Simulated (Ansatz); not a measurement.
**singlet [Si2NH6]+: levels of theory compared**

Wanted: a comparison of 6 runs (B3LYP/6-31G*, wB97X/cc-pVDZ, MP2/cc-pVDZ, BCCD(T)/cc-pVDZ, CCSD(T)/cc-pVDZ) of singlet [Si2NH6]+. 

Program for the calculation: Ansatz 0.2.0.

60 further runs of the same task are left out: 60 set aside as unsound or not needed.

### Step 1. Starting point

[Si2NH6]+: 9 atoms, total charge +1, spin state singlet. As SMILES of the parent species, `[SiH2]N[SiH3]`. The coordinates come from a PBE0-D4/def2-TZVP relaxation. This is one conformer, not always the lowest. That shape belongs to the parent species and isn't relaxed for this state.

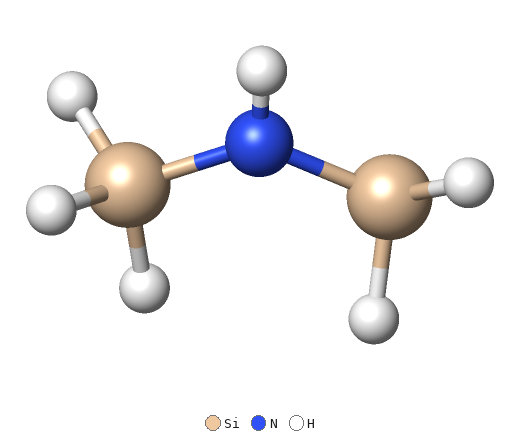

The structure, seen from a chosen angle (silicon light orange, nitrogen blue, hydrogen white).

### Step 2. A single-point energy at B3LYP/6-31G(d) (spherical functions) (run 1)

input.yaml

```yaml
crystal:
  periodic: [false, false, false]
  atoms:
    - {symbol: Si, position_ang: [-1.200900, 0.925300, -0.948400]}
    - {symbol: N, position_ang: [0.196900, 0.625800, 0.025200]}
    - {symbol: Si, position_ang: [0.611700, -0.820500, 0.880200]}
    - {symbol: H, position_ang: [-1.616500, -0.372000, -1.554500]}
    - {symbol: H, position_ang: [-0.842900, 1.913400, -2.010900]}
    - {symbol: H, position_ang: [0.764100, 1.439300, 0.222200]}
    - {symbol: H, position_ang: [1.982600, -1.276500, 0.525400]}
    - {symbol: H, position_ang: [-0.378200, -1.853400, 0.488500]}
    - {symbol: H, position_ang: [0.571600, -0.627700, 2.355400]}
basis:
  gaussian: {orbitals: 6-31G_st_-spherical.json}
total_charge: 1
hamiltonian: {xc: {name: B3LYP}}
accuracy: high
output: {orbitals: {seedname: orbitals}}
```

The basis set 6-31G* is read from a file made from the Basis Set Exchange's data (not shown).

Run with:

```sh
$ ansatz run input.yaml --threads 1 --pin off --max-ram 3480MiB --events-out events.jsonl --progress --plain --runs-dir runs
```

Standard output:

```text
Warning: RAYON_NUM_THREADS=1 ignored (pool sized by the plan → 1); use --threads N
Functional definition: B3LYP
  name "B3LYP"
  parameter a0 = 0.2
  parameter ax = 0.72
  parameter ac = 0.81
  exchange = (1 - a0 - ax)*slater_x + ax*b88_x + a0*exact_x
  correlation = (1 - ac)*vwn_rpa_c + ac*lyp_c
1433 factors; integrals over basis functions are off by at most 3.8e-9 eV
mean field evaluation 1: about -17320.2219 eV, gradient 8.1e1 eV
mean field evaluation 2: about -17263.9284 eV, gradient 1.4e2 eV
mean field evaluation 4: about -17334.5692 eV, gradient 8.6e0 eV
mean field evaluation 8: about -17335.0049 eV, gradient 8.2e-1 eV
mean field evaluation 16: about -17335.0074 eV, gradient 2.8e-4 eV
mean field -17335.00741039 eV, -637.0497722418 hartree, gradient 8.1e-8 eV, S^2 0.000000; 0 other end points of the search recorded, 0 dependent functions left out
reference -17335.00745184 eV, -637.0497737650 hartree; 20, 20 occupied and 42, 42 virtual orbitals, 1433 factors
Total energy: -17335.00745184 eV, -637.0497737650 hartree
```

Run time: 5.7 s. Hardware: 1 thread of Arm Neoverse V1, shared host; peak memory 0.19 GiB.

### Step 3. The energy at B3LYP/6-31G(d) (Cartesian functions) (run 2)

job.yaml

```yaml
crystal:
  periodic: [false, false, false]
  atoms:
    - {symbol: Si, position_ang: [-1.200900, 0.925300, -0.948400]}
    - {symbol: "N", position_ang: [0.196900, 0.625800, 0.025200]}
    - {symbol: Si, position_ang: [0.611700, -0.820500, 0.880200]}
    - {symbol: H, position_ang: [-1.616500, -0.372000, -1.554500]}
    - {symbol: H, position_ang: [-0.842900, 1.913400, -2.010900]}
    - {symbol: H, position_ang: [0.764100, 1.439300, 0.222200]}
    - {symbol: H, position_ang: [1.982600, -1.276500, 0.525400]}
    - {symbol: H, position_ang: [-0.378200, -1.853400, 0.488500]}
    - {symbol: H, position_ang: [0.571600, -0.627700, 2.355400]}
basis:
  gaussian:
    orbitals: "6-31G*"
total_charge: 1
hamiltonian:
  xc: {name: B3LYP}
accuracy: high
output: {orbitals: {seedname: orbitals}}
```

Run with:

```sh
$ ansatz run job.yaml --threads 1 --pin off --max-ram 3480MiB --events-out events.jsonl --progress --plain --runs-dir runs
```

Standard output, shortened:

```text
Warning: RAYON_NUM_THREADS=1 ignored (pool sized by the plan → 1); use --threads N
[... 7 set-up lines as earlier in the session ...]
1476 factors; integrals over basis functions are off by at most 4.0e-9 eV
mean field evaluation 1: about -17320.3488 eV, gradient 8.2e1 eV
mean field evaluation 2: about -17263.9841 eV, gradient 1.4e2 eV
mean field evaluation 4: about -17334.7033 eV, gradient 8.8e0 eV
mean field evaluation 8: about -17335.1293 eV, gradient 8.1e-1 eV
mean field evaluation 16: about -17335.1318 eV, gradient 2.0e-4 eV
mean field -17335.13177357 eV, -637.0543425044 hartree, gradient 7.9e-8 eV, S^2 0.000000; 0 other end points of the search recorded, 0 dependent functions left out
reference -17335.13181503 eV, -637.0543440281 hartree; 20, 20 occupied and 45, 45 virtual orbitals, 1476 factors
Total energy: -17335.13181503 eV, -637.0543440281 hartree
```

Run time: 5.7 s. Hardware: 1 thread of Arm Neoverse V1, shared host; peak memory 0.2 GiB.

Runs 3 to 5 aren't shown in full; the table further down has their settings and results.

### Step 4. A single-point energy at CCSD(T)/cc-pVDZ (run 6)

input.yaml, as its differences from that of step 2:

```diff
@@ -4,3 +4,3 @@
     - {symbol: Si, position_ang: [-1.200900, 0.925300, -0.948400]}
-    - {symbol: N, position_ang: [0.196900, 0.625800, 0.025200]}
+    - {symbol: "N", position_ang: [0.196900, 0.625800, 0.025200]}
     - {symbol: Si, position_ang: [0.611700, -0.820500, 0.880200]}
@@ -13,6 +13,6 @@
 basis:
-  gaussian: {orbitals: 6-31G_st_-spherical.json}
+  gaussian: {orbitals: cc-pVDZ}
 total_charge: 1
-hamiltonian: {xc: {name: B3LYP}}
+correlation: {method: ccsd_t, frozen_orbitals: {H: 0, "N": 1, Si: 5}}
 accuracy: high
-output: {orbitals: {seedname: orbitals}}
+scf: {omitted_lower_state_checks: [cluster_reference, increment]}
```

Run with:

```sh
$ ansatz run input.yaml --threads 1 --pin off --max-ram 3480MiB --events-out events.jsonl --progress --plain --runs-dir runs
```

Standard output, shortened:

```text
Warning: RAYON_NUM_THREADS=1 ignored (pool sized by the plan → 1); use --threads N
Functional definition: HF
  name "HF"
[...]
1929 factors; integrals over basis functions are off by at most 3.8e-9 eV
[...]
mean field -17293.59848857 eV, -635.5280224330 hartree, gradient 4.0e-8 eV, S^2 0.000000; 0 other end points of the search recorded, 0 dependent functions left out
11 core orbitals not correlated: weight in the atoms' cores, before any rotation towards them, 1.000 or more for the frozen orbitals, at most 0.000 for the correlated occupied ones
reference -17293.59848857 eV, -635.5280224330 hartree; 9, 9 occupied and 60, 60 virtual orbitals, 1929 factors
second order -9.89252069 eV of doubles, -0.00000000 eV of singles
cycle   1  -10.64225276 eV  change   -7.5e-1 eV  update   1.1e-1
[...]
cycle  24  -11.19138569 eV  change  -3.4e-11 eV  update   1.9e-9
perturbative correction -0.35557393 eV, -0.0130671009 hartree
Total energy: -17305.14544819 eV, -635.9523653721 hartree
Checks for a lower state left out: cluster_reference, increment
```

Wall time 10 s (1 thread of Arm Neoverse V1, shared host); peak memory 0.41 GiB.

### Step 5. All runs side by side

| run | level | Cartesian functions | frozen core orbitals | energy (Eh) | wall time |
| --- | --- | --- | --- | --- | --- |
| 1 | B3LYP/6-31G* (spherical functions) | no | – | -637.049774 | 5.7 s |
| 2 | B3LYP/6-31G* (Cartesian functions) | yes | – | -637.054344 | 5.7 s |
| 3 | wB97X/cc-pVDZ | no | – | -637.007643 | 29 s |
| 4 | MP2/cc-pVDZ | no | 11 | -635.891566 | 2.9 s |
| 5 | BCCD(T)/cc-pVDZ | no | 11 | -635.952258 | 15 s |
| 6 | CCSD(T)/cc-pVDZ | no | 11 | -635.952365 | 10 s |

### Step 6. Summary of results

```
                                           quantity          value
                                run 6: total energy  -635.95237 Eh
run 6: correlation energy (11 core orbitals frozen)     -424.3 mEh
                              run 6: (T) correction     -13.07 mEh
                               run 6: T1 diagnostic          0.025
```

Over runs 1, 2, 3 the HOMO–LUMO gap runs from 3.63 eV (B3LYP/6-31G*) to 8.35 eV (wB97X/cc-pVDZ). The two ends differ in method and basis. Totals of different functionals can't be ranked against each other. All runs together took 68 s, the longest 29 s.
